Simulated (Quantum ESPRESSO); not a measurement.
# Ca3Si (Pm-3m): zone-centre phonons, part 2 of 2

Aim: the zone-centre modes of Ca3Si (Pm-3m).

Quantum ESPRESSO 7.5; DFT LDA, scalar-relativistic, plane waves, PseudoDojo norm-conserving pseudopotentials.

So far. Step 2 (A probe with smearing): No gap opens on this mesh, so smearing is kept; the start stands at -6.2 GPa. Step 4 (Ground state): The cell stands at -0.004 GPa, close enough for phonons. The relaxed cell has a = 4.681 Å (conventional setting).

The structure was built from a prototype and need not be the compound's stable phase.

## (5) Linear response at Γ

At q = 0 one unit cell holds all displacements; symmetry groups them into irreducible representations that are solved one by one. With smeared occupations no response to a homogeneous field can be asked.

Contents of ph.in:

```
phonons
 &inputph
    prefix='x',
    outdir='./tmp',
    fildyn='g.dyn',
    tr2_ph=1.0d-18,
    alpha_mix(1)=0.4,
    nmix_ph=8,
 /
0.000000000000 0.000000000000 0.000000000000
```

Command:

```bash
$ OMP_NUM_THREADS=1 mpirun -n 4 ph.x -nk 4 -in ph.in > ph.out
```

Output:

```text
[banners, grids, parts of the stress and lines that vanish by symmetry left out]
[banner, memory and clock lines left out]
Program PHONON v.7.5

     ./tmp/x.save/

     IMPORTANT: XC functional enforced from input :
     Exchange-correlation= PW
                           (   1   4   0   0   0   0   0)
     Any further DFT definition will be discarded
     Please, verify this is what you really want

     G-vector sticks info

     Reading collected, re-writing distributed wavefunctions in ./tmp/

     Number and degeneracy of irreps per q-point
       N         xq(1)         xq(2)         xq(3)   N irreps
       1   0.000000000   0.000000000   0.000000000       4
        3   3   3   3

     Calculation of q =    0.0000000   0.0000000   0.0000000

     phonons

     bravais-lattice index     =            1
     lattice parameter (alat)  =       8.8455  a.u.
     unit-cell volume          =     692.1006 (a.u.)^3
     number of atoms/cell      =            4
     number of atomic types    =            2
     kinetic-energy cut-off    =      72.0000  Ry
     charge density cut-off    =     288.0000  Ry
     convergence threshold     =      1.0E-18
     beta                      =       0.4000
     number of iterations used =            8
     Exchange-correlation= PW
                           (   1   4   0   0   0   0   0)

     celldm(1)=    8.84551  celldm(2)=    0.00000  celldm(3)=    0.00000
     celldm(4)=    0.00000  celldm(5)=    0.00000  celldm(6)=    0.00000

     crystal axes: (cart. coord. in units of alat)
               a(1) = (  1.0000  0.0000  0.0000 )
               a(2) = (  0.0000  1.0000  0.0000 )
               a(3) = (  0.0000  0.0000  1.0000 )

     reciprocal axes: (cart. coord. in units 2 pi/alat)
               b(1) = (  1.0000  0.0000  0.0000 )
               b(2) = (  0.0000  1.0000  0.0000 )
               b(3) = (  0.0000  0.0000  1.0000 )

     Atoms inside the unit cell:

     Cartesian axes

     site n.  atom      mass           positions (alat units)
        1  Si     28.0850   tau(    1) = (    0.00000    0.00000    0.00000  )
        2  Ca     40.0780   tau(    2) = (    0.00000    0.50000    0.50000  )
        3  Ca     40.0780   tau(    3) = (    0.50000    0.00000    0.50000  )
        4  Ca     40.0780   tau(    4) = (    0.50000    0.50000    0.00000  )

     Computing dynamical matrix for
                    q = (   0.0000000   0.0000000   0.0000000 )

     49 Sym.Ops. (with q -> -q+G )

     G cutoff =  570.7933  (  57243 G-vectors)     FFT grid: ( 48, 48, 48)

     number of k points=    20  Marzari-Vanderbilt smearing, width (Ry)=  0.0200
                       cart. coord. in units 2pi/alat
        k(    1) = (   0.0000000   0.0000000   0.0000000), wk =   0.0092593
        k(    2) = (   0.0000000   0.0000000   0.1666667), wk =   0.0555556
        k(    3) = (   0.0000000   0.0000000   0.3333333), wk =   0.0555556
        [... further k-points left out ...]

     PseudoPot. # 1 for Si read from file:
     ./pseudo/Si.upf
     Pseudo is Norm-conserving + core correction, Zval =  4.0
     Using radial grid of 1510 points,  6 beta functions with:
                l(1) =   0
                l(2) =   0
                l(3) =   1
                l(4) =   1
                l(5) =   2
                l(6) =   2

     PseudoPot. # 2 for Ca read from file:
     ./pseudo/Ca.upf
     Pseudo is Norm-conserving + core correction, Zval = 10.0
     Using radial grid of 1724 points,  6 beta functions with:
                l(1) =   0
                l(2) =   0
                l(3) =   1
                l(4) =   1
                l(5) =   2
                l(6) =   2

     Mode symmetry, O_h (m-3m)  point group:

     Atomic displacements:
     There are    4 irreducible representations

     Representation     1      3 modes -  To be done

     Representation     2      3 modes -  To be done

     Representation     3      3 modes -  To be done

     Representation     4      3 modes -  To be done

     Alpha used in Ewald sum =   2.7000

     Representation #   1 modes #   1   2   3

     Self-consistent Calculation
      iter #   1   av.it.:   8.0
      thresh= 1.000E-02 alpha_mix =  0.400 |ddv_scf|^2 =  1.480E-06
      iter #   2   av.it.:  13.4
      thresh= 1.216E-04 alpha_mix =  0.400 |ddv_scf|^2 =  5.004E-08
      iter #   3   av.it.:  13.2
      thresh= 2.237E-05 alpha_mix =  0.400 |ddv_scf|^2 =  1.441E-09
      iter #   4   av.it.:  14.2
      thresh= 3.797E-06 alpha_mix =  0.400 |ddv_scf|^2 =  8.148E-11
      iter #   5   av.it.:  14.5
      thresh= 9.027E-07 alpha_mix =  0.400 |ddv_scf|^2 =  8.406E-13
      iter #   6   av.it.:  14.5
      thresh= 9.168E-08 alpha_mix =  0.400 |ddv_scf|^2 =  1.060E-13
      iter #   7   av.it.:  14.5
      thresh= 3.255E-08 alpha_mix =  0.400 |ddv_scf|^2 =  6.344E-15
      iter #   8   av.it.:  14.6
      thresh= 7.965E-09 alpha_mix =  0.400 |ddv_scf|^2 =  1.495E-16
      iter #   9   av.it.:  14.6
      thresh= 1.223E-09 alpha_mix =  0.400 |ddv_scf|^2 =  3.566E-18
      iter #  10   av.it.:  14.6
      thresh= 1.888E-10 alpha_mix =  0.400 |ddv_scf|^2 =  7.198E-20

     End of self-consistent calculation

     Convergence has been achieved

     Representation #   2 modes #   4   5   6

     Self-consistent Calculation
      iter #   1   av.it.:   7.5
      thresh= 1.000E-02 alpha_mix =  0.400 |ddv_scf|^2 =  5.760E-07
      iter #   2   av.it.:  13.4
      thresh= 7.590E-05 alpha_mix =  0.400 |ddv_scf|^2 =  2.165E-08
      iter #   3   av.it.:  13.4
      thresh= 1.471E-05 alpha_mix =  0.400 |ddv_scf|^2 =  1.271E-09
      iter #   4   av.it.:  13.4
      thresh= 3.565E-06 alpha_mix =  0.400 |ddv_scf|^2 =  1.242E-10
[...]
End of self-consistent calculation

     Convergence has been achieved

     Representation #   3 modes #   7   8   9

     Self-consistent Calculation
[...]
End of self-consistent calculation

     Convergence has been achieved

     Representation #   4 modes #  10  11  12

     Self-consistent Calculation
[...]
iter #   2   av.it.:  13.3
      thresh= 5.780E-05 alpha_mix =  0.400 |ddv_scf|^2 =  1.397E-08
      iter #   3   av.it.:  13.8
      thresh= 1.182E-05 alpha_mix =  0.400 |ddv_scf|^2 =  3.501E-10
      iter #   4   av.it.:  14.7
      thresh= 1.871E-06 alpha_mix =  0.400 |ddv_scf|^2 =  6.503E-12
      iter #   5   av.it.:  14.2
      thresh= 2.550E-07 alpha_mix =  0.400 |ddv_scf|^2 =  2.049E-13
      iter #   6   av.it.:  14.6
      thresh= 4.527E-08 alpha_mix =  0.400 |ddv_scf|^2 =  2.569E-15
      iter #   7   av.it.:  14.3
      thresh= 5.069E-09 alpha_mix =  0.400 |ddv_scf|^2 =  2.309E-18
      iter #   8   av.it.:  14.1
      thresh= 1.520E-10 alpha_mix =  0.400 |ddv_scf|^2 =  3.669E-19

     End of self-consistent calculation

     Convergence has been achieved

     Number of q in the star =    1
     List of q in the star:
          1   0.000000000   0.000000000   0.000000000

     Diagonalizing the dynamical matrix

     q = (    0.000000000   0.000000000   0.000000000 )

 **************************************************************************
     freq (    1) =       0.026142 [THz] =       0.871990 [cm-1]
     freq (    2) =       0.026142 [THz] =       0.871990 [cm-1]
     freq (    3) =       0.026142 [THz] =       0.871990 [cm-1]
     freq (    4) =       3.077481 [THz] =     102.653724 [cm-1]
     freq (    5) =       3.077481 [THz] =     102.653724 [cm-1]
     freq (    6) =       3.077481 [THz] =     102.653724 [cm-1]
     freq (    7) =       3.755425 [THz] =     125.267486 [cm-1]
     freq (    8) =       3.755425 [THz] =     125.267486 [cm-1]
     freq (    9) =       3.755425 [THz] =     125.267486 [cm-1]
     freq (   10) =       7.485911 [THz] =     249.703113 [cm-1]
     freq (   11) =       7.485911 [THz] =     249.703113 [cm-1]
     freq (   12) =       7.485911 [THz] =     249.703113 [cm-1]
 **************************************************************************

     Mode symmetry, O_h (m-3m)  point group:

     freq (   1-   3) =          0.9  [cm-1]   --> T_1u G_15  G_4- I
     freq (   4-   6) =        102.7  [cm-1]   --> T_2u G_25  G_5-
     freq (   7-   9) =        125.3  [cm-1]   --> T_1u G_15  G_4- I
     freq (  10-  12) =        249.7  [cm-1]   --> T_1u G_15  G_4- I
```

Run time: 6.9 min. Hardware: 4 MPI ranks of Arm Neoverse V1, shared host; 27 min of CPU time.

Numbers from this step:

| Quantity | Value |
| --- | --- |
| largest acoustic frequency at the zone centre before the sum rule | 0.87 cm⁻¹ |
| highest optical zone-centre mode (no LO-TO term) | 249.7 cm⁻¹ |
| lowest optical zone-centre mode | 102.7 cm⁻¹ |

The acoustic modes at Γ come out as far as 0.9 cm⁻¹ from zero, where they should vanish, a small numerical error.

## (6) Modes with the sum rule

A rigid shift of the crystal must cost nothing, but grids and finite bases break this; the acoustic sum rule is imposed before the matrix is diagonalised again.

Contents of dynmat.in:

```
 &input
    fildyn='g.dyn',
    asr='simple',
    fileig='dynmat.eig',
 /
```

Command:

```bash
$ dynmat.x -in dynmat.in > dynmat.out
```

Output:

```text
[banner, memory and clock lines left out]
Program DYNMAT v.7.5

     Reading Dynamical Matrix from file g.dyn
     ...Force constants read
     ...epsilon and Z* not read (not found on file)
     A direction for q was not specified:TO-LO splitting will be absent

     Polarizability (A^3 units)
     multiply by 1.000000 for Clausius-Mossotti correction
         0.000000    0.000000    0.000000
         0.000000    0.000000    0.000000
         0.000000    0.000000    0.000000

     IR activities are in (D/A)^2/amu units

# mode   [cm-1]    [THz]      IR
    1     -0.00   -0.0000    0.0000
    2     -0.00   -0.0000    0.0000
    3      0.00    0.0000    0.0000
    4    102.66    3.0776    0.0000
    5    102.66    3.0776    0.0000
    6    102.66    3.0776    0.0000
    7    125.25    3.7550    0.0000
    8    125.25    3.7550    0.0000
    9    125.25    3.7550    0.0000
   10    249.70    7.4859    0.0000
   11    249.70    7.4859    0.0000
   12    249.70    7.4859    0.0000

[end of the log left out, with the tail of the file of modes that dynmat.x writes under the same name]
```

Elapsed: 0.44 s, on 1 thread.

Unit eigenvectors of the mass-weighted matrix after the sum rule; no LO-TO term. Modes at Γ, with each element's share of the kinetic energy:

```csv
mode,frequency (cm⁻¹),symmetry,Si %,Ca %
1,0.0,acoustic,19,81
2,0.0,acoustic,19,81
3,0.0,acoustic,19,81
4,102.7,T2u,0,100
5,102.7,T2u,0,100
6,102.7,T2u,0,100
7,125.2,T1u,78,22
8,125.2,T1u,78,22
9,125.2,T1u,78,22
10,249.7,T1u,3,97
11,249.7,T1u,3,97
12,249.7,T1u,3,97
```

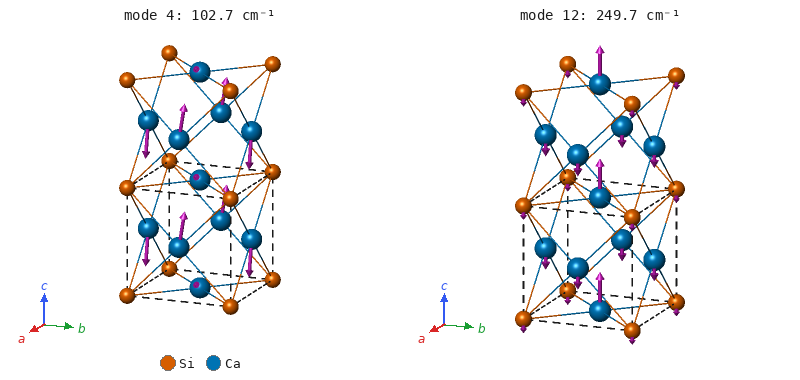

Displacement patterns of modes 4 and 12 at Γ; arrows are exaggerated. 1×1×2 cells are drawn. Some periodic images of atoms are drawn too.

The rule moves no optical mode by more than 0.1 cm⁻¹.

## (7) Sum rules set otherwise (asr no)

Without the rule the raw error of the acoustic modes shows.

Contents of dynmat.in:

```
 &input
    fildyn='g.dyn',
    asr='no',
    fileig='dynmat.eig',
 /
```

Command:

```bash
$ dynmat.x -in dynmat.in > dynmat.out
```

Output:

```text
[banner, memory and clock lines left out]
Program DYNMAT v.7.5

     Reading Dynamical Matrix from file g.dyn
     ...Force constants read
     ...epsilon and Z* not read (not found on file)
     A direction for q was not specified:TO-LO splitting will be absent

     Polarizability (A^3 units)
     multiply by 1.000000 for Clausius-Mossotti correction
         0.000000    0.000000    0.000000
         0.000000    0.000000    0.000000
         0.000000    0.000000    0.000000

     IR activities are in (D/A)^2/amu units

# mode   [cm-1]    [THz]      IR
    1      0.87    0.0261    0.0000
    2      0.87    0.0261    0.0000
    3      0.87    0.0261    0.0000
    4    102.65    3.0775    0.0000
    5    102.65    3.0775    0.0000
    6    102.65    3.0775    0.0000
    7    125.27    3.7554    0.0000
    8    125.27    3.7554    0.0000
    9    125.27    3.7554    0.0000
   10    249.70    7.4859    0.0000
   11    249.70    7.4859    0.0000
   12    249.70    7.4859    0.0000

[end of the log left out, with the tail of the file of modes that dynmat.x writes under the same name]
```

The job ended after 0.45 s (1 thread).

Zone-centre frequencies as printed; negative means imaginary. Modes:

```csv
mode,frequency (cm⁻¹)
1,0.87
2,0.87
3,0.87
4,102.7
5,102.7
6,102.7
7,125.3
8,125.3
9,125.3
10,249.7
11,249.7
12,249.7
```

Against the first rule no mode moves by more than 0.9 cm⁻¹.

## (8) Sum rules set otherwise: a sum rule for molecules or wires on a crystal

This rule also removes rotations, which suits molecules and not a crystal; it is tried to see the harm.

Contents of dynmat.in:

```
 &input
    fildyn='g.dyn',
    asr='zero-dim',
    fileig='dynmat.eig',
 /
```

Command:

```bash
$ dynmat.x -in dynmat.in > dynmat.out
```

Output:

```text
[banner, memory and clock lines left out]
Program DYNMAT v.7.5

     Reading Dynamical Matrix from file g.dyn
     ...Force constants read
     ...epsilon and Z* not read (not found on file)
     Acoustic Sum Rule: || Z*(ASR) - Z*(orig)|| =    0.000000E+00
     Acoustic Sum Rule: ||dyn(ASR) - dyn(orig)||=    1.973907E-01
     A direction for q was not specified:TO-LO splitting will be absent

     Polarizability (A^3 units)
     multiply by 1.000000 for Clausius-Mossotti correction
         0.000000    0.000000    0.000000
         0.000000    0.000000    0.000000
         0.000000    0.000000    0.000000

     IR activities are in (D/A)^2/amu units

# mode   [cm-1]    [THz]      IR
    1     -0.00   -0.0000    0.0000
    2     -0.00   -0.0000    0.0000
    3     -0.00   -0.0000    0.0000
    4      0.00    0.0000    0.0000
    5      0.00    0.0000    0.0000
    6      0.00    0.0000    0.0000
    7    111.23    3.3347    0.0000
    8    111.23    3.3347    0.0000
    9    125.26    3.7553    0.0000
   10    212.84    6.3807    0.0000
   11    212.84    6.3807    0.0000
   12    249.70    7.4859    0.0000

[end of the log left out, with the tail of the file of modes that dynmat.x writes under the same name]
```

Elapsed: 0.44 s, on 1 thread.

The run ended normally, but on settings that are not sound.

The fault: a sum rule for molecules or wires on a crystal; 3 optical modes are projected out to zero frequency, as if they were rotations.

For a crystal the rule has to be 'simple' or 'crystal'.

Zone-centre frequencies as printed; negative means imaginary. Modes:

```csv
mode,frequency (cm⁻¹)
1,0
2,0
3,0
4,0
5,0
6,0
7,111.2
8,111.2
9,125.3
10,212.8
11,212.8
12,249.7
```

## (9) Results

```
space group after relaxation                                           : Pm-3m
volume per atom                                                        : 25.6 Å³
highest optical zone-centre mode (no LO-TO term)                       : 249.7 cm⁻¹
lowest optical zone-centre mode                                        : 102.7 cm⁻¹
imaginary optical modes at the zone centre (no q mesh in this session) : none
```

What this shows: At the LDA level the optical modes of Ca3Si (Pm-3m) at the zone centre run from 103 to 250 cm⁻¹. Of the 9 optical modes, 3 are silent and 6 are infrared active alone. These are harmonic frequencies at zero temperature: anharmonic shifts and linewidths and thermal expansion are left out. In a metal the frequencies hang on the k mesh and the smearing, most of all near Kohn anomalies. The structure is a hypothetical one, built on a prototype.

[Host names and launcher messages were left out of these logs when they were recorded.]

[Logs are printed without paths, hosts, clocks, repeated set-up lines and the standing remarks that a program may print on its own settings, such as how far it seeks lower states.]

[Hosts, paths, dates, database ids (printed as entryN), source tags and the programs' standing remarks are cut or masked in the printed files.]
